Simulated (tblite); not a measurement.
**Geometry relaxation of C2H11FGe3O (part 4 of 4)**

The same run, continued: C2H11FGe3O, SMILES CO[CH2][Ge]([F])([GeH3])[GeH3]; GFN2-xTB geometry optimisation, gas phase (tblite 0.8.0). It belongs to a series of runs on one base structure; here: CH2 inserted into a O-Ge bond.

Geometry of the input (Å):
```
C  2.9912  -0.7356  -0.1717
O  1.6057  -1.0286  -0.1270
C  0.9996  0.1666  0.0669
Ge -0.9136  0.1728  0.1774
F  -1.3510  0.3758  1.8848
Ge -1.7091  2.1345  -0.9464
Ge -1.9868  -1.8084  -0.5958
H  3.2346  -0.2463  0.8196
H  3.6046  -1.6460  -0.2861
H  3.1963  0.0333  -0.9328
H  1.2921  0.8618  -0.7420
H  1.3921  0.5871  1.0303
H  -3.2414  2.2703  -0.7668
H  -1.2519  2.1719  -2.4267
H  -1.0789  3.3929  -0.2330
H  -1.4708  -2.3087  -1.9392
H  -3.5136  -1.4909  -0.6179
H  -1.8081  -2.8962  0.5300
```

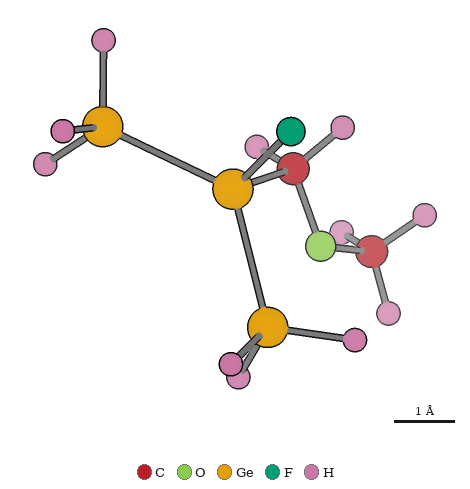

Fig. 1: The geometry at step 105 of the log (ball-and-stick view, seen at a tilt).

Trajectory as extended XYZ, continued
```
18
Properties=species:S:1:pos:R:3:forces:R:3 step=91 energy=-667.27452
C     2.6186   -1.2028   -0.2037    0.0090  -0.0040   0.0030
O     1.2632   -0.8336   -0.2450    0.0000  -0.0180  -0.0040
C     1.0113    0.4964    0.1656   -0.0180   0.0190   0.0020
Ge   -1.0039    0.5002    0.0741    0.0010   0.0060   0.0010
F    -1.4286    0.7349    1.8254    0.0040  -0.0040   0.0070
Ge   -1.9948    2.4797   -0.9605    0.0270  -0.0050   0.0010
Ge   -1.3216   -1.8397   -0.4762   -0.0030  -0.0010  -0.0020
H     3.0101   -1.1425    0.8185    0.0000   0.0030  -0.0080
H     2.6765   -2.2304   -0.5577   -0.0020   0.0020   0.0080
H     3.2185   -0.5554   -0.8544    0.0010   0.0010   0.0000
H     1.4961    1.2086   -0.5143    0.0050   0.0060   0.0050
H     1.3880    0.6780    1.1782   -0.0010  -0.0100   0.0000
H    -3.4868    2.5713   -0.8242   -0.0160   0.0050  -0.0090
H    -1.7224    2.5424   -2.4412   -0.0090  -0.0030  -0.0010
H    -1.4588    3.7702   -0.4065    0.0020   0.0040   0.0020
H    -0.6754   -2.2052   -1.7774   -0.0040   0.0000  -0.0030
H    -2.7813   -2.1983   -0.6611   -0.0030  -0.0070   0.0060
H    -0.8174   -2.7675    0.5841    0.0070   0.0050  -0.0070
18
Properties=species:S:1:pos:R:3:forces:R:3 step=94 energy=-667.27473
C     2.6184   -1.2012   -0.2035   -0.0010   0.0060   0.0000
O     1.2625   -0.8331   -0.2455    0.0040   0.0070   0.0030
C     1.0088    0.4974    0.1660    0.0030  -0.0040  -0.0050
Ge   -1.0051    0.4995    0.0764   -0.0020  -0.0120   0.0090
F    -1.4263    0.7256    1.8295    0.0010   0.0050   0.0040
Ge   -1.9899    2.4787   -0.9599   -0.0030   0.0030   0.0020
Ge   -1.3244   -1.8390   -0.4768   -0.0040  -0.0050   0.0020
H     3.0096   -1.1371    0.8183    0.0010  -0.0080   0.0010
H     2.6761   -2.2294   -0.5559    0.0040   0.0050   0.0130
H     3.2190   -0.5546   -0.8545   -0.0070   0.0000  -0.0070
H     1.4924    1.2099   -0.5143    0.0050   0.0070   0.0030
H     1.3867    0.6794    1.1781   -0.0010  -0.0140  -0.0020
H    -3.4830    2.5717   -0.8290   -0.0070   0.0060  -0.0020
H    -1.7197    2.5350   -2.4407    0.0020   0.0010  -0.0060
H    -1.4543    3.7702   -0.4079    0.0030   0.0030  -0.0030
H    -0.6804   -2.1988   -1.7809   -0.0110  -0.0030  -0.0020
H    -2.7854   -2.1992   -0.6548    0.0100  -0.0040   0.0010
H    -0.8137   -2.7687    0.5791    0.0040   0.0090  -0.0100
18
Properties=species:S:1:pos:R:3:forces:R:3 step=97 energy=-667.27489
C     2.6168   -1.2014   -0.2037   -0.0040   0.0030   0.0020
O     1.2614   -0.8317   -0.2469    0.0020   0.0070  -0.0040
C     1.0073    0.4986    0.1658    0.0120  -0.0110   0.0030
Ge   -1.0066    0.4990    0.0791   -0.0020  -0.0010   0.0000
F    -1.4257    0.7221    1.8331    0.0000   0.0070   0.0030
Ge   -1.9881    2.4799   -0.9597   -0.0250  -0.0030  -0.0040
Ge   -1.3239   -1.8387   -0.4771    0.0030   0.0060  -0.0080
H     3.0079   -1.1383    0.8181    0.0000   0.0050   0.0060
H     2.6731   -2.2305   -0.5531    0.0020   0.0010   0.0000
H     3.2182   -0.5566   -0.8556   -0.0030  -0.0020  -0.0050
H     1.4914    1.2131   -0.5126   -0.0010  -0.0050   0.0070
H     1.3853    0.6772    1.1785    0.0010  -0.0040   0.0010
H    -3.4829    2.5734   -0.8321    0.0110   0.0070   0.0010
H    -1.7193    2.5321   -2.4418    0.0060   0.0020   0.0050
H    -1.4526    3.7728   -0.4101    0.0010   0.0000  -0.0050
H    -0.6821   -2.1948   -1.7829   -0.0120  -0.0020  -0.0060
H    -2.7833   -2.2037   -0.6501   -0.0010  -0.0050  -0.0010
H    -0.8055   -2.7663    0.5745    0.0090  -0.0060   0.0070
18
Properties=species:S:1:pos:R:3:forces:R:3 step=99 energy=-667.27498
C     2.6155   -1.2011   -0.2034    0.0040  -0.0030   0.0020
O     1.2604   -0.8310   -0.2473    0.0010  -0.0060  -0.0070
C     1.0072    0.4985    0.1661   -0.0040   0.0020   0.0070
Ge   -1.0075    0.4988    0.0810    0.0030   0.0100  -0.0030
F    -1.4244    0.7213    1.8359   -0.0010   0.0060  -0.0020
Ge   -1.9889    2.4798   -0.9602   -0.0010  -0.0040  -0.0010
Ge   -1.3235   -1.8379   -0.4782    0.0050   0.0000   0.0020
H     3.0068   -1.1382    0.8185   -0.0020   0.0120   0.0000
H     2.6721   -2.2305   -0.5517    0.0000   0.0000  -0.0050
H     3.2165   -0.5567   -0.8562    0.0020  -0.0030   0.0000
H     1.4907    1.2140   -0.5117   -0.0010  -0.0060   0.0060
H     1.3853    0.6759    1.1787    0.0020   0.0000   0.0050
H    -3.4825    2.5758   -0.8341   -0.0050   0.0070   0.0020
H    -1.7182    2.5298   -2.4423    0.0050   0.0030   0.0090
H    -1.4513    3.7726   -0.4110   -0.0020  -0.0050  -0.0090
H    -0.6839   -2.1932   -1.7849   -0.0100   0.0000  -0.0120
H    -2.7823   -2.2061   -0.6471   -0.0050  -0.0040  -0.0030
H    -0.8009   -2.7654    0.5714    0.0080  -0.0070   0.0080
18
Properties=species:S:1:pos:R:3:forces:R:3 step=102 energy=-667.27518
C     2.6147   -1.1997   -0.2027    0.0020  -0.0030  -0.0090
O     1.2599   -0.8295   -0.2492   -0.0070  -0.0110   0.0020
C     1.0065    0.4987    0.1679   -0.0110   0.0020   0.0030
Ge   -1.0085    0.4989    0.0841    0.0030   0.0040   0.0000
F    -1.4218    0.7181    1.8409   -0.0040   0.0080  -0.0090
Ge   -1.9901    2.4785   -0.9605    0.0250   0.0050   0.0070
Ge   -1.3235   -1.8375   -0.4797    0.0010  -0.0170   0.0150
H     3.0053   -1.1333    0.8195   -0.0040   0.0090  -0.0110
H     2.6706   -2.2299   -0.5485    0.0050  -0.0060   0.0000
H     3.2148   -0.5579   -0.8585    0.0130   0.0000   0.0060
H     1.4896    1.2157   -0.5081    0.0030   0.0020  -0.0010
H     1.3856    0.6733    1.1804    0.0000   0.0010   0.0120
H    -3.4822    2.5822   -0.8385   -0.0240   0.0040   0.0040
H    -1.7138    2.5248   -2.4411    0.0030  -0.0010   0.0000
H    -1.4480    3.7713   -0.4153   -0.0030  -0.0070  -0.0070
H    -0.6935   -2.1902   -1.7924   -0.0050   0.0030  -0.0060
H    -2.7828   -2.2111   -0.6410    0.0040   0.0020   0.0020
H    -0.7916   -2.7661    0.5665    0.0000   0.0040  -0.0090
18
Properties=species:S:1:pos:R:3:forces:R:3 step=105 energy=-667.27535
C     2.6148   -1.1992   -0.2034   -0.0050   0.0020  -0.0050
O     1.2599   -0.8289   -0.2524   -0.0080   0.0000   0.0070
C     1.0055    0.4981    0.1695    0.0030  -0.0040   0.0010
Ge   -1.0092    0.4988    0.0857   -0.0040  -0.0100  -0.0050
F    -1.4225    0.7165    1.8424   -0.0040   0.0090  -0.0070
Ge   -1.9887    2.4790   -0.9596   -0.0120   0.0000  -0.0020
Ge   -1.3241   -1.8389   -0.4794    0.0010   0.0000  -0.0050
H     3.0037   -1.1279    0.8189    0.0000   0.0020  -0.0050
H     2.6710   -2.2307   -0.5451    0.0040  -0.0060   0.0010
H     3.2165   -0.5602   -0.8604    0.0090   0.0040   0.0000
H     1.4891    1.2175   -0.5039    0.0000   0.0000   0.0030
H     1.3842    0.6693    1.1831   -0.0030  -0.0020   0.0020
H    -3.4832    2.5857   -0.8403    0.0090   0.0000   0.0030
H    -1.7109    2.5228   -2.4400    0.0020  -0.0040  -0.0040
H    -1.4465    3.7732   -0.4205    0.0030   0.0050   0.0060
H    -0.7017   -2.1869   -1.7978   -0.0020   0.0040   0.0070
H    -2.7830   -2.2164   -0.6366    0.0050   0.0030   0.0090
H    -0.7836   -2.7654    0.5635    0.0000  -0.0050  -0.0070
18
Properties=species:S:1:pos:R:3:forces:R:3 step=107 energy=-667.27541
C     2.6143   -1.1988   -0.2042    0.0020   0.0000   0.0030
O     1.2590   -0.8299   -0.2527    0.0030   0.0000   0.0000
C     1.0046    0.4967    0.1701    0.0000   0.0030   0.0020
Ge   -1.0102    0.4980    0.0867   -0.0020  -0.0020  -0.0070
F    -1.4228    0.7181    1.8431   -0.0050   0.0070  -0.0040
Ge   -1.9882    2.4791   -0.9594   -0.0100  -0.0020  -0.0050
Ge   -1.3245   -1.8392   -0.4796    0.0020   0.0070  -0.0040
H     3.0025   -1.1256    0.8182    0.0040  -0.0010   0.0010
H     2.6728   -2.2310   -0.5442   -0.0010   0.0010  -0.0010
H     3.2169   -0.5595   -0.8604   -0.0030   0.0010  -0.0030
H     1.4878    1.2165   -0.5031   -0.0010  -0.0010   0.0060
H     1.3836    0.6675    1.1840   -0.0040  -0.0030  -0.0040
H    -3.4828    2.5866   -0.8404    0.0110   0.0000   0.0010
H    -1.7090    2.5208   -2.4399   -0.0010  -0.0040   0.0000
H    -1.4455    3.7740   -0.4221    0.0030   0.0030   0.0060
H    -0.7040   -2.1837   -1.7993    0.0000   0.0020   0.0020
H    -2.7827   -2.2183   -0.6341   -0.0010   0.0020   0.0080
H    -0.7803   -2.7650    0.5609    0.0030  -0.0120  -0.0010
18
Properties=species:S:1:pos:R:3:forces:R:3 step=110 energy=-667.27548
C     2.6140   -1.1978   -0.2042    0.0030  -0.0010   0.0020
O     1.2581   -0.8305   -0.2523    0.0070   0.0020  -0.0040
C     1.0031    0.4958    0.1711   -0.0020  -0.0030  -0.0030
Ge   -1.0117    0.4973    0.0877    0.0030   0.0080  -0.0010
F    -1.4226    0.7197    1.8443   -0.0070   0.0040  -0.0050
Ge   -1.9885    2.4783   -0.9598    0.0180   0.0040   0.0010
Ge   -1.3244   -1.8389   -0.4801    0.0010  -0.0060   0.0100
H     3.0022   -1.1228    0.8180    0.0050  -0.0040   0.0020
H     2.6736   -2.2303   -0.5432   -0.0010   0.0040   0.0000
H     3.2162   -0.5584   -0.8610   -0.0110  -0.0020  -0.0020
H     1.4862    1.2158   -0.5017    0.0010   0.0050   0.0000
H     1.3830    0.6659    1.1845   -0.0050  -0.0010   0.0040
H    -3.4815    2.5893   -0.8418   -0.0080   0.0000   0.0010
H    -1.7062    2.5167   -2.4397   -0.0040  -0.0010  -0.0010
H    -1.4432    3.7732   -0.4230   -0.0010  -0.0070   0.0010
H    -0.7081   -2.1801   -1.8020    0.0030   0.0010  -0.0050
H    -2.7826   -2.2195   -0.6296   -0.0030   0.0020   0.0050
H    -0.7760   -2.7673    0.5565    0.0000  -0.0060  -0.0050
18
Properties=species:S:1:pos:R:3:forces:R:3 step=112 energy=-667.27558
C     2.6143   -1.1969   -0.2043   -0.0050   0.0030  -0.0030
O     1.2583   -0.8302   -0.2530    0.0000   0.0090  -0.0010
C     1.0014    0.4955    0.1724    0.0060  -0.0120  -0.0040
Ge   -1.0130    0.4970    0.0872    0.0040   0.0080   0.0070
F    -1.4246    0.7225    1.8434   -0.0070   0.0010  -0.0040
Ge   -1.9881    2.4783   -0.9604    0.0230   0.0030   0.0050
Ge   -1.3236   -1.8394   -0.4796    0.0000  -0.0150   0.0110
H     3.0032   -1.1198    0.8175    0.0030  -0.0030   0.0030
H     2.6734   -2.2300   -0.5413    0.0030   0.0020   0.0000
H     3.2156   -0.5586   -0.8630   -0.0060  -0.0020  -0.0010
H     1.4852    1.2172   -0.4976    0.0030   0.0050  -0.0070
H     1.3803    0.6632    1.1863   -0.0050   0.0030   0.0130
H    -3.4805    2.5930   -0.8432   -0.0130  -0.0010   0.0010
H    -1.7040    2.5121   -2.4397   -0.0040   0.0040  -0.0070
H    -1.4403    3.7723   -0.4237    0.0000  -0.0100  -0.0030
H    -0.7143   -2.1766   -1.8060    0.0030   0.0010  -0.0050
H    -2.7824   -2.2206   -0.6221   -0.0040   0.0010   0.0030
H    -0.7697   -2.7725    0.5506   -0.0010   0.0030  -0.0080
18
Properties=species:S:1:pos:R:3:forces:R:3 step=115 energy=-667.27567
C     2.6145   -1.1969   -0.2048   -0.0010   0.0020   0.0000
O     1.2587   -0.8295   -0.2545   -0.0030   0.0010   0.0030
C     1.0014    0.4950    0.1732    0.0020   0.0040   0.0030
Ge   -1.0130    0.4973    0.0862    0.0010  -0.0030   0.0040
F    -1.4281    0.7252    1.8409   -0.0040   0.0000   0.0030
Ge   -1.9866    2.4792   -0.9606   -0.0030  -0.0060  -0.0020
Ge   -1.3230   -1.8408   -0.4786   -0.0020   0.0010  -0.0030
H     3.0038   -1.1186    0.8168   -0.0010   0.0000   0.0000
H     2.6739   -2.2305   -0.5398   -0.0010   0.0020  -0.0040
H     3.2153   -0.5598   -0.8648    0.0020   0.0010  -0.0020
H     1.4857    1.2193   -0.4942    0.0040  -0.0040  -0.0010
H     1.3772    0.6608    1.1889    0.0000   0.0010   0.0030
H    -3.4803    2.5944   -0.8432    0.0050  -0.0030   0.0010
H    -1.7044    2.5108   -2.4404   -0.0020   0.0080  -0.0050
H    -1.4390    3.7725   -0.4239    0.0050  -0.0010  -0.0020
H    -0.7173   -2.1748   -1.8079   -0.0010   0.0000   0.0010
H    -2.7823   -2.2215   -0.6167   -0.0030  -0.0020   0.0020
H    -0.7653   -2.7756    0.5472    0.0030  -0.0010   0.0000
```

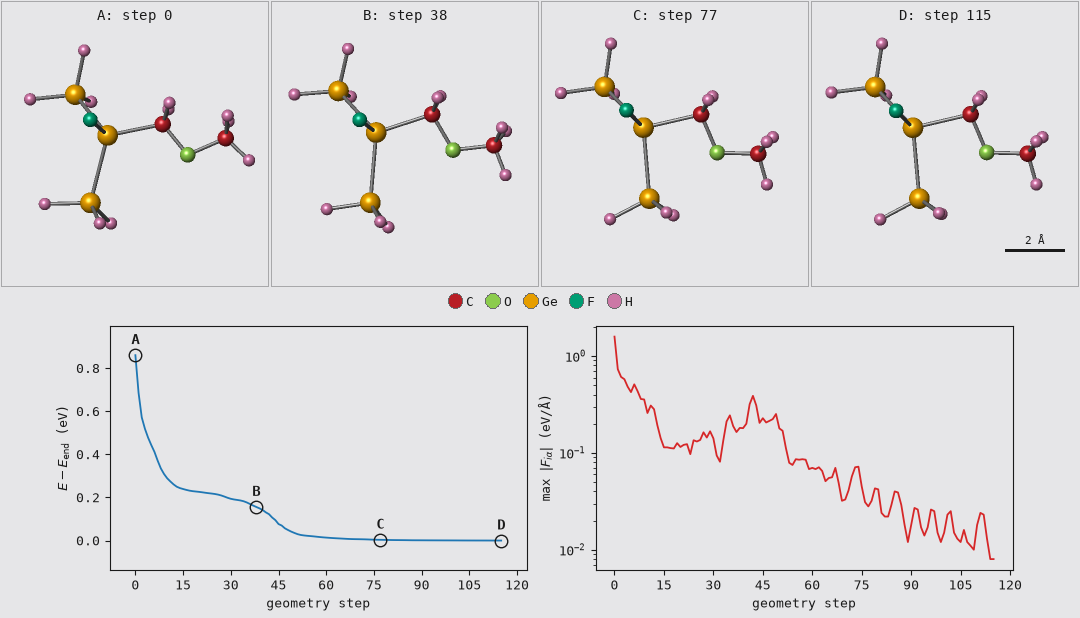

Fig. 2: Frames of the relaxation (ball-and-stick view, seen at a tilt) above the curves, on which the letters mark them (steps are counted from 0).

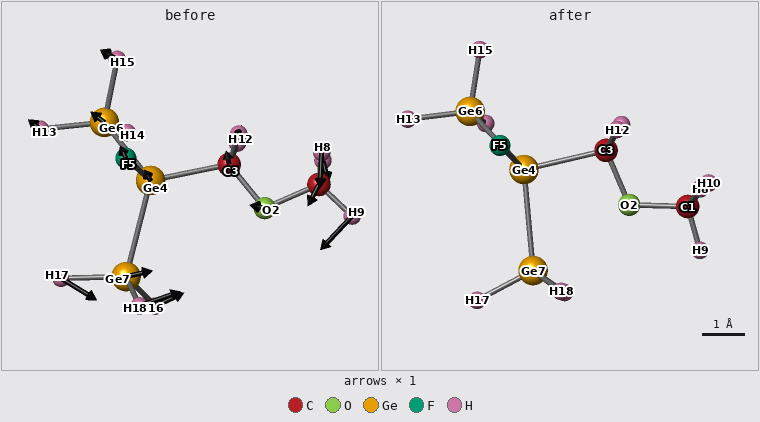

Fig. 3: Before (left) and after (right) the relaxation, at one scale (ball-and-stick view, seen at a tilt). The black arrows give the displacements, at true length. The largest move after the best rigid fit is that of H9, 1.13 Å. Largest moves by element: H 1.13 Å, Ge 0.67 Å, C 0.60 Å, O 0.42 Å, F 0.36 Å. Distances before and after: C3–Ge4 1.916 → 2.016 Å, Ge6–H15 1.578 → 1.504 Å, O2–C3 1.354 → 1.415 Å, Ge4–Ge6 2.397 → 2.444 Å. Among the angles that change: C3–Ge4–Ge7 115.4° → 97.9°, O2–C3–Ge4 117.3° → 99.8°, Ge6–Ge4–Ge7 112.3° → 129.1°. After 115 geometry steps the energy has fallen by 0.861 eV. Largest force component: 1.6 eV/Å at the start, 0.008 eV/Å at the end. (Atoms are counted from 1 in the order of the input.)
